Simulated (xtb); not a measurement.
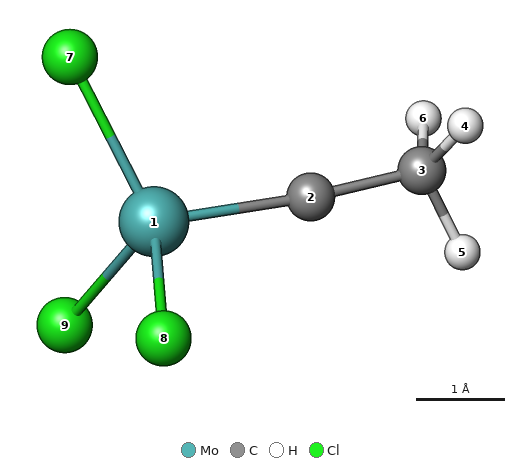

Fig. 1: The structure as given in the input (ball-and-stick view, seen at a tilt; atoms are numbered from 1 in the order of the input). Sticks mark near contacts.

## Geometry relaxation, with input and output: C2H3Cl3Mo (part 1 of 3)

C2H3Cl3Mo (Mo(CMe)Cl3), SMILES C[C]#[Mo]([Cl])([Cl])[Cl], computed with GFN1-xTB (xtb 6.7.1 later snapshot).

### Input file (start.xyz)
```
9
start
Mo     0.087390     0.082660    -1.539730
C      0.001130     0.058410     0.358920
C      0.043210     0.059460     1.717450
H      0.529580     0.816600     2.098220
H     -0.987260    -0.092540     2.072480
H      0.527710    -0.849740     2.108190
Cl     2.130170     0.022690    -2.173170
Cl    -1.057740     1.880350    -2.189310
Cl    -1.079290    -1.824090    -2.241710
```

### File detailed.inp
```
$opt
   engine=lbfgs
$end
```

Hardware: 1 thread of Arm Neoverse V1, 24 GiB of memory available, shared host.

Launched with:
```bash
xtb start.xyz -I detailed.inp --gfn 1 -o tight | tee xtb.out
```

### What the program printed
```
* xtb version 6.7.1
   ID    Z sym.   atoms
    1   42 Mo     1
    2    6 C      2, 3
    3    1 H      4-6
    4   17 Cl     7-9

           -------------------------------------------------
          |                Calculation Setup                |
           -------------------------------------------------

          program call               : xtb start.xyz -I detailed.inp --gfn 1 -o tight
          coordinate file            : start.xyz
          omp threads                :                     1

           -------------------------------------------------
          |                 G F N 1 - x T B                 |
           -------------------------------------------------

      * Hamiltonian:
        H0-scaling (s, p, d)           1.850000    2.250000    2.000000
        zeta-weighting                 0.000000
      * Dispersion:
        s8                             2.400000
        a1                             0.630000
        a2                             5.000000
        s9                             0.000000
      * Repulsion:
        kExp                           1.500000
        rExp                           1.000000
      * Coulomb:
        alpha                          2.000000
        third order                    atomic
        anisotropic                    false
      * Halogen bond correction:
        rad-scale                      1.300000
        damping                        0.440000

          ...................................................
          :                      SETUP                      :
          :.................................................:
          :  # basis functions                  54          :
          :  # atomic orbitals                  50          :
          :  # shells                           22          :
          :  # electrons                        38          :
          :  # halogen bonds                     0          :
          :  max. iterations                   250          :
          :  Hamiltonian                  GFN1-xTB          :
          :  restarted?                      false          :
          :  GBSA solvation                  false          :
          :  PC potential                    false          :
          :  electronic temp.          300.0000000     K    :
          :  accuracy                    1.0000000          :
          :  -> integral cutoff          0.2500000E+02      :
          :  -> integral neglect         0.1000000E-07      :
          :  -> SCF convergence          0.1000000E-05 Eh   :
          :  -> wf. convergence          0.2000000E-04 e    :
          :  Broyden damping             0.4000000          :
          :  net charge                          0          :
          :  unpaired electrons                  0          :
          ...................................................

 iter      E             dE          RMSdq      gap      omega  full diag
   1    -20.8571534 -0.208572E+02  0.820E+00    1.73       0.0  T
   2    -20.8558823  0.127113E-02  0.589E+00    2.22       1.0  T
   3    -20.8048310  0.510514E-01  0.415E+00    1.61       1.0  T
   4    -20.8855966 -0.807656E-01  0.474E-01    1.88       1.0  T
   5    -20.8865575 -0.960954E-03  0.916E-02    1.93       1.0  T
   6    -20.8865890 -0.314672E-04  0.261E-02    1.92       1.3  T
   7    -20.8865909 -0.189957E-05  0.431E-03    1.92       7.7  T
   8    -20.8865909 -0.228680E-07  0.157E-03    1.92      21.2  T
   9    -20.8865909 -0.388736E-08  0.245E-04    1.92     136.3  T
  10    -20.8865909 -0.210012E-09  0.348E-05    1.92     958.3  T
  11    -20.8865909 -0.355271E-11  0.102E-05    1.92    3256.3  T

   *** convergence criteria satisfied after 11 iterations ***

         #    Occupation            Energy/Eh            Energy/eV
      -------------------------------------------------------------
         1        2.0000           -0.9598187             -26.1180
       ...           ...                  ...                  ...
        13        2.0000           -0.5089698             -13.8498
        14        2.0000           -0.5047282             -13.7344
        15        2.0000           -0.4977695             -13.5450
        16        2.0000           -0.4919297             -13.3861
        17        2.0000           -0.4913481             -13.3703
        18        2.0000           -0.4147041             -11.2847
        19        2.0000           -0.4074252             -11.0866 (HOMO)
        20                         -0.3367995              -9.1648 (LUMO)
        21                         -0.3260265              -8.8716
        22                         -0.2881802              -7.8418
        23                         -0.2782981              -7.5729
        24                         -0.2645876              -7.1998
       ...                                ...                  ...
        50                          0.6610890              17.9891
      -------------------------------------------------------------
                  HL-Gap            0.0706257 Eh            1.9218 eV
             Fermi-level           -0.3721124 Eh          -10.1257 eV

 SCC (total)                   0 d,  0 h,  0 min,  0.012 sec
 SCC setup                      ...        0 min,  0.000 sec (  0.612%)
 Dispersion                     ...        0 min,  0.000 sec (  0.239%)
 classical contributions        ...        0 min,  0.000 sec (  0.054%)
 integral evaluation            ...        0 min,  0.003 sec ( 22.047%)
 iterations                     ...        0 min,  0.005 sec ( 38.984%)
 molecular gradient             ...        0 min,  0.004 sec ( 36.413%)
 printout                       ...        0 min,  0.000 sec (  1.538%)

         :::::::::::::::::::::::::::::::::::::::::::::::::::::
         ::                     SUMMARY                     ::
         :::::::::::::::::::::::::::::::::::::::::::::::::::::
         :: total energy             -20.727451442376 Eh    ::
         :: gradient norm              0.216950782924 Eh/a0 ::
         :: HOMO-LUMO gap              1.921823553051 eV    ::
         ::.................................................::
         :: SCC energy               -20.886590905694 Eh    ::
         :: -> electrostatic           0.054652871923 Eh    ::
         :: repulsion energy           0.164365980894 Eh    ::
         :: dispersion energy         -0.005226517576 Eh    ::
         :: halogen bond corr.         0.000000000000 Eh    ::
         :: add. restraining           0.000000000000 Eh    ::
         :: total charge              -0.000000000000 e     ::
         :::::::::::::::::::::::::::::::::::::::::::::::::::::

      -----------------------------------------------------------
     |                       L-ANC optimizer                     |
      -----------------------------------------------------------
          low memory version by Sebastian Ehlert

          ...................................................
          :                      SETUP                      :
          :.................................................:
          :   energy convergence        0.1000000E-05 Eh    :
          :   grad. convergence         0.8000000E-03 Eh/a0 :
          :   optimization log               true           :
          :   writing optlog all                1     steps :
          :   Hessian reset                    20     steps :
          :   maximium step len.        1.0000000     a0    :
          :   LBFGS images                     20           :
          ...................................................
 * calculating model hessian...
Using Lindh-Hessian (1995)
 Shifting diagonal of input Hessian by    1.0000000000000000E-002
 Lowest  eigenvalues of input Hessian
    0.000000    0.000000    0.000000    0.000000    0.000000    0.000000
    0.010683    0.011104    0.011199    0.011488    0.011936    0.012615
    0.014498    0.040931    0.071559    0.116918    0.143866    0.157353
 Highest eigenvalues
    0.267216    0.370731    0.704549    1.064177    1.450982    1.781689

........................................................................
.............................. CYCLE    1 ..............................
........................................................................

 iter      E             dE          RMSdq      gap      omega  full diag
   1    -20.8922369 -0.208922E+02  0.864E-01    2.42       0.0  T
   2    -20.8928855 -0.648616E-03  0.783E-01    2.25       1.0  T
   3    -20.8960773 -0.319185E-02  0.889E-02    2.34       1.0  T
   4    -20.8961008 -0.234114E-04  0.210E-02    2.34       1.6  T
   5    -20.8961009 -0.168240E-06  0.501E-03    2.34       6.6  T
   6    -20.8961010 -0.381383E-07  0.109E-03    2.34      30.5  T
   7    -20.8961010 -0.178271E-08  0.648E-05    2.34     514.1  T
   8    -20.8961010 -0.130136E-10  0.144E-05    2.34    2314.0  T
     SCC iter.                  ...        0 min,  0.003 sec
     gradient                   ...        0 min,  0.004 sec
 * total energy  :   -20.7530251 Eh     change       -0.2557370E-01 Eh
   gradient norm :     0.0506539 Eh/a0  converged?    E=F G=F D=F
   step length   :     0.3190281 a0

........................................................................
.............................. CYCLE    2 ..............................
........................................................................

 iter      E             dE          RMSdq      gap      omega  full diag
   1    -20.8830767 -0.208831E+02  0.204E-01    2.23       0.0  T
   2    -20.8831969 -0.120219E-03  0.691E-02    2.24       1.0  T
   3    -20.8832063 -0.936581E-05  0.223E-02    2.24       1.5  T
   4    -20.8832062  0.728251E-07  0.108E-02    2.24       3.1  T
   5    -20.8832062  0.258039E-07  0.722E-03    2.24       4.6  T
   6    -20.8832064 -0.232555E-06  0.395E-04    2.24      84.3  T
   7    -20.8832064 -0.392834E-09  0.218E-05    2.24    1530.6  T
   8    -20.8832064  0.710543E-14  0.130E-05    2.24    2558.3  T
     SCC iter.                  ...        0 min,  0.003 sec
     gradient                   ...        0 min,  0.004 sec
 * total energy  :   -20.7554006 Eh     change       -0.2375418E-02 Eh
   gradient norm :     0.0207334 Eh/a0  converged?    E=F G=F D=F
   step length   :     0.2374181 a0

........................................................................
.............................. CYCLE    3 ..............................
........................................................................

 iter      E             dE          RMSdq      gap      omega  full diag
   1    -20.8847134 -0.208847E+02  0.159E-01    2.38       0.0  T
   2    -20.8847509 -0.374709E-04  0.179E-01    2.34       1.0  T
   3    -20.8848953 -0.144464E-03  0.327E-02    2.36       1.0  T
   4    -20.8848972 -0.185439E-05  0.102E-02    2.36       3.3  T
   5    -20.8848972 -0.148606E-07  0.468E-03    2.36       7.1  T
   6    -20.8848972 -0.343348E-07  0.337E-04    2.36      98.9  T
   7    -20.8848972 -0.236675E-09  0.381E-05    2.36     875.8  T
   8    -20.8848972 -0.447997E-11  0.103E-05    2.36    3251.7  T
     SCC iter.                  ...        0 min,  0.003 sec
     gradient                   ...        0 min,  0.004 sec
 * total energy  :   -20.7561309 Eh     change       -0.7303621E-03 Eh
   gradient norm :     0.0151457 Eh/a0  converged?    E=F G=F D=F
   step length   :     0.1822232 a0

........................................................................
.............................. CYCLE    4 ..............................
........................................................................

 iter      E             dE          RMSdq      gap      omega  full diag
   1    -20.8875166 -0.208875E+02  0.686E-02    2.36       0.0  T
   2    -20.8875190 -0.239534E-05  0.207E-02    2.35       1.6  T
   3    -20.8875214 -0.241445E-05  0.281E-02    2.36       1.2  T
   4    -20.8875234 -0.196552E-05  0.753E-03    2.35       4.4  T
   5    -20.8875234 -0.454499E-07  0.674E-04    2.35      49.4  T
   6    -20.8875234 -0.150953E-08  0.116E-04    2.35     287.2  T
   7    -20.8875234 -0.310045E-10  0.743E-06    2.35    4488.8  T
     SCC iter.                  ...        0 min,  0.003 sec
     gradient                   ...        0 min,  0.004 sec
 * total energy  :   -20.7563138 Eh     change       -0.1829140E-03 Eh
   gradient norm :     0.0061237 Eh/a0  converged?    E=F G=F D=F
   step length   :     0.0749324 a0

........................................................................
.............................. CYCLE    5 ..............................
........................................................................

 iter      E             dE          RMSdq      gap      omega  full diag
   1    -20.8872842 -0.208873E+02  0.520E-02    2.37       0.0  T
   2    -20.8872848 -0.592295E-06  0.363E-02    2.38       1.0  T
   3    -20.8872935 -0.867411E-05  0.132E-02    2.37       2.5  T
   4    -20.8872938 -0.343593E-06  0.458E-03    2.37       7.3  T
   5    -20.8872939 -0.378069E-07  0.160E-04    2.37     208.1  T
   6    -20.8872939 -0.432294E-10  0.440E-05    2.37     756.9  T
     SCC iter.                  ...        0 min,  0.002 sec
     gradient                   ...        0 min,  0.004 sec
 * total energy  :   -20.7563556 Eh     change       -0.4179598E-04 Eh
   gradient norm :     0.0020682 Eh/a0  converged?    E=F G=F D=F
   step length   :     0.0577185 a0

........................................................................
.............................. CYCLE    6 ..............................
........................................................................

 iter      E             dE          RMSdq      gap      omega  full diag
   1    -20.8871559 -0.208872E+02  0.104E-02    2.37       0.0  T
   2    -20.8871562 -0.262044E-06  0.820E-03    2.37       4.1  T
   3    -20.8871565 -0.319254E-06  0.209E-03    2.37      15.9  T
   4    -20.8871565 -0.175107E-07  0.540E-04    2.37      61.7  T
   5    -20.8871565 -0.222261E-09  0.184E-04    2.37     181.3  T
   6    -20.8871565 -0.208651E-10  0.187E-05    2.37    1787.1  T
     SCC iter.                  ...        0 min,  0.002 sec
     gradient                   ...        0 min,  0.004 sec
 * total energy  :   -20.7563631 Eh     change       -0.7499054E-05 Eh
   gradient norm :     0.0014758 Eh/a0  converged?    E=F G=F D=F
   step length   :     0.0193245 a0

........................................................................
.............................. CYCLE    7 ..............................
........................................................................

 iter      E             dE          RMSdq      gap      omega  full diag
   1    -20.8873307 -0.208873E+02  0.189E-02    2.37       0.0  T
   2    -20.8873307  0.794460E-08  0.141E-02    2.36       2.4  T
   3    -20.8873320 -0.129059E-05  0.439E-03    2.36       7.6  T
   4    -20.8873321 -0.324807E-07  0.868E-04    2.36      38.4  T
   5    -20.8873321 -0.163541E-08  0.179E-05    2.36    1865.9  T
   6    -20.8873321 -0.401457E-12  0.527E-06    2.36    6327.2  T
     SCC iter.                  ...        0 min,  0.002 sec
     gradient                   ...        0 min,  0.004 sec
 * total energy  :   -20.7563616 Eh     change        0.1556197E-05 Eh
   gradient norm :     0.0014525 Eh/a0  converged?    E=F G=F D=F
   step length   :     0.0267551 a0

........................................................................
.............................. CYCLE    8 ..............................
........................................................................

 iter      E             dE          RMSdq      gap      omega  full diag
   1    -20.8874368 -0.208874E+02  0.126E-02    2.37       0.0  T
   2    -20.8874368 -0.654110E-07  0.865E-03    2.37       3.9  T
   3    -20.8874373 -0.477709E-06  0.349E-03    2.37       9.5  T
   4    -20.8874373 -0.231908E-07  0.124E-03    2.37      26.9  T
   5    -20.8874373 -0.278478E-08  0.463E-05    2.37     720.4  T
   6    -20.8874373 -0.976996E-12  0.142E-05    2.37    2339.8  T
     SCC iter.                  ...        0 min,  0.002 sec
     gradient                   ...        0 min,  0.004 sec
 * total energy  :   -20.7563678 Eh     change       -0.6187742E-05 Eh
   gradient norm :     0.0004379 Eh/a0  converged?    E=F G=T D=F
   step length   :     0.0191782 a0

........................................................................
.............................. CYCLE    9 ..............................
........................................................................
```
